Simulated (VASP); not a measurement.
Band structure of Fe3Ge (space group Fm-3m). Level of theory: r2SCAN meta-GGA, VASP's PBE PAW potentials (set 64) (plane waves; VASP).

The run has a spin-polarised start.

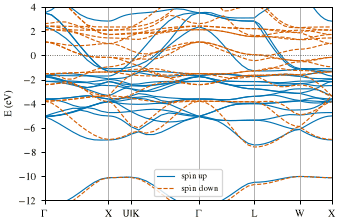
*Bands along high-symmetry lines, zero at the valence-band maximum or, without a gap, the Fermi level*

### Question
Read the plot: is there a gap, and where are the band edges?

### Answer
It has no gap at this level: it comes out as a metal or semimetal.

The structure comes from a computed database's Fe3Ge entry (Fm-3m); how it stands against other phases isn't given here. It was relaxed first.
